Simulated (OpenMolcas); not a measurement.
**A workflow on OH− (hydroxide)**

We compute a single-point energy (HF/3-21G), then a single-point energy (FCI/3-21G) of OH− (hydroxide). 

The results are computed with OpenMolcas 26.06.

## 1. The system as given

The species is OH− (2 atoms), meant as a singlet with charge -1. SMILES: `[OH-]`. The O1–H2 distance was set to 2.409 Å, away from the relaxed value.

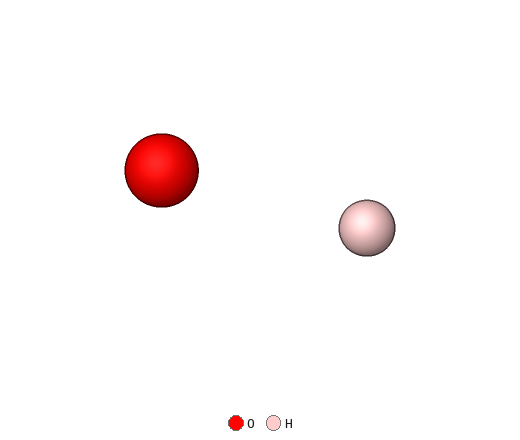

The structure, seen from a chosen angle (oxygen red, hydrogen pink).

## 2. A single-point energy at HF/3-21G (run 1)

step1.input

```
* HO Hartree-Fock

&gateway
 baslib = $CurrDir
 coord
 2
 angstrom
 O        1.647223      -0.527207       0.850012
 H       -0.411800       0.131800      -0.212500
 basis = 3-21G
 group = NoSym

&seward

&scf
 charge = -1
 prorbitals = 1 1
```

The basis set 3-21G is read from a file made from the Basis Set Exchange's data (not shown).

On the command line:

```sh
$ export MOLCAS_MEM=1860
$ pymolcas step1.input > step1.log
```

The log of the run, cut to the lines that bear on the results:

```text
--- Start Module: gateway ---
[...]
--- Stop Module: gateway /rc=_RC_ALL_IS_WELL_ ---
--- Start Module: seward ---
[...]
      Basis functions           11
--- Stop Module: seward /rc=_RC_ALL_IS_WELL_ ---
--- Start Module: scf ---
[...]
       Convergence after  15 Iterations
[...]
::    Total SCF energy                                -74.7264135405
[...]
      Total spin, S                                     0.0000000000
[...]
      Total electronic charge=   10.000000
      Total            charge=   -1.000000
[...]
      Dipole Moment (debye):
      Origin of the operator (angstrom)=    1.5252   -0.4881    0.7870
                   X=  6.0344E+00               Y= -1.9314E+00               Z=  3.1139E+00           Total=  7.0598E+00
      Center of Charge (angstrom)
[...]
--- Stop Module: scf /rc=_RC_ALL_IS_WELL_ ---
[...]
```

Wall time 1.6 s (1 thread of Arm Neoverse V1, shared host); peak memory 0.37 GiB.

## 3. A single-point energy at FCI/3-21G (run 2)

step2.inp

```
&GATEWAY
  BASLIB=$CurrDir
  COORD
  2
  angstrom
  O        1.647223      -0.527207       0.850012
  H       -0.411800       0.131800      -0.212500
  BASIS=3-21G
  GROUP=NoSym

&SEWARD

&RASSCF
  FILEORB=$CurrDir/step1.ScfOrb
  SPIN=1
  NACTEL=8 0 0
  INACTIVE=1
  RAS2=10
  CIROOT=3 3 1
  ORBLISTING=Nothing
  CIONLY
```

The basis set 3-21G is read from a file made from the Basis Set Exchange's data (not shown).

On the command line:

```sh
$ export MOLCAS_MEM=1860
$ pymolcas step2.inp > step2.log
```

The log of the run, cut to the lines that bear on the results:

```text
--- Start Module: gateway ---
[...]
--- Stop Module: gateway /rc=_RC_ALL_IS_WELL_ ---
--- Start Module: seward ---
[...]
      Basis functions           11
--- Stop Module: seward /rc=_RC_ALL_IS_WELL_ ---
--- Start Module: rasscf ---
[...]
      Number of active orbitals                 10
[...]
      Spin quantum number                      0.0
[...]
      Active orbitals                           10
[...]
      Number of CSFs                         13860
[...]
      Number of root(s) required                 3
[...]
      printout of CI-coefficients larger than  0.05 for root  1
      energy=     -74.875234
      conf/sym  1111111111     Coeff  Weight
             1  2222000000   0.83400 0.69556
             2  222ud00000  -0.39100 0.15288
             6  2220200000  -0.32544 0.10591
            10  2202200000  -0.06850 0.00469
            13  2022200000  -0.06850 0.00469
            36  2220ud0000  -0.08743 0.00764
[...]
      Natural orbitals and occupation numbers for root  1
      sym 1:   1.991006   1.977755   1.977755   1.667211   0.349894   0.000845   0.012269   0.012269   0.004615   0.006381
      Natural orbitals and occupation numbers for root  2
      sym 1:   1.993163   0.995314   1.987698   1.984392   1.001518   0.002467   0.012162   0.005276   0.011505   0.006505
      Natural orbitals and occupation numbers for root  3
      sym 1:   1.993163   1.987698   0.995314   1.984392   1.001518   0.002467   0.005276   0.012162   0.011505   0.006505
      ************************************************************************************************************************
      *                                                    Final results                                                     *
[...]
::    RASSCF root number  1 Total energy:    -74.87523377
::    RASSCF root number  2 Total energy:    -74.85967487
::    RASSCF root number  3 Total energy:    -74.85967487
[...]
      Total electronic charge=   10.000000
      Total            charge=   -1.000000
[...]
      Dipole Moment (debye):
      Origin of the operator (angstrom)=    1.5252   -0.4881    0.7870
                   X=  1.0320E+00               Y= -3.3029E-01               Z=  5.3252E-01           Total=  1.2073E+00
      Center of Charge (angstrom)
[...]
--- Stop Module: rasscf /rc=_RC_ALL_IS_WELL_ ---
[...]
```

Wall time 2.7 s (1 thread of Arm Neoverse V1, shared host); peak memory 0.37 GiB.

The roots found:

| excited state | energy (eV) |
| --- | --- |
| 1 | 0.423 |
| 2 | 0.423 |

## 4. What came out

```
                                                              quantity         value
                                         run 1, HF/3-21G: total energy  -74.72641 Eh
                                          run 1, HF/3-21G: HOMO energy      -0.08 eV
                                          run 1, HF/3-21G: LUMO energy       9.28 eV
run 1, HF/3-21G: HOMO–LUMO gap (to an unbound level, set by the basis)       9.36 eV
                                        run 2, FCI/3-21G: total energy  -74.87523 Eh
   run 2, FCI/3-21G: lowest excitation energy within this active space       0.42 eV
```

For an anion, states without diffuse functions may be basis-held continuum.
